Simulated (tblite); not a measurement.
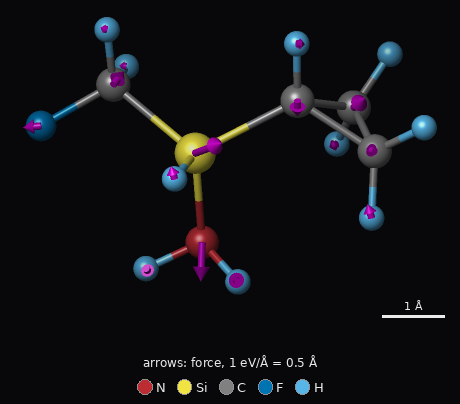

Starting geometry of C4H10FNSi with the computed forces as purple arrows. Style: ball-and-stick. Shown face on.

The calculation used GFN2-xTB geometry optimisation, gas phase in tblite. 

Q: Is this structure relaxed? If not, where do the atoms go?

A: It isn't relaxed: the largest force vector, on the Si atom, is 1.86 eV/Å. The final displacements follow the starting forces only in part (cosine between the two patterns 0.37). Over 56 geometry steps the energy falls by 29.6 kJ/mol. The atom that moves furthest after the best rigid fit is an H atom (0.29 Å). Largest moves by element: H 0.29 Å, Si 0.18 Å, N 0.07 Å, C 0.05 Å, F 0.04 Å. Among the contacts that change: C–Si 1.870 → 1.916 Å, N–Si 1.698 → 1.721 Å, C–F 1.363 → 1.385 Å, H–N 1.025 → 1.007 Å. Bond angles that change, for instance: N–Si–H 104.2° → 116.7°, Si–N–H 108.4° → 119.9°, Si–N–H 108.6° → 118.2°.
